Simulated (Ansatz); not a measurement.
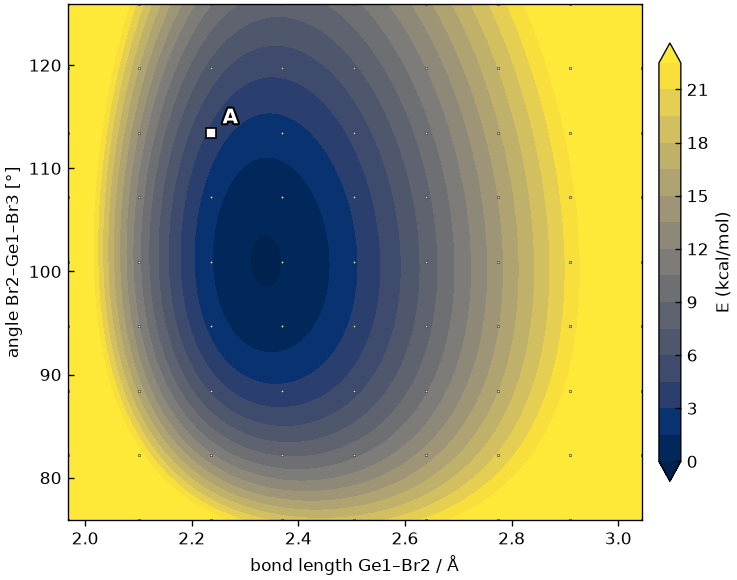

GeBr2. 
- The first coordinate is: bond length Ge1–Br2; the second: angle Br2–Ge1–Br3.
- Nothing is relaxed (all other coordinates rigid).
- The grid has 9 × 9 points.
- All energies are given in kcal/mol relative to the lowest grid point.
- These are results of RKS PBE0-D4/def2-TZVP (Ansatz 0.2.0), not measurements.

The picture shows filled contours, dots at the grid points, one colour for all values above the top of the scale, the point A. Between grid points the surface is interpolated.

Question: Which way does the force act at A, and how strong is it?

Answer: A, at bond length Ge1–Br2 = 2.236 Å, angle Br2–Ge1–Br3 = 113.4°, is not a stationary point. The computed force is 36 kcal/mol for each Å towards larger values of bond length Ge1–Br2 and 0.38 kcal/mol for each degree towards smaller values of angle Br2–Ge1–Br3.
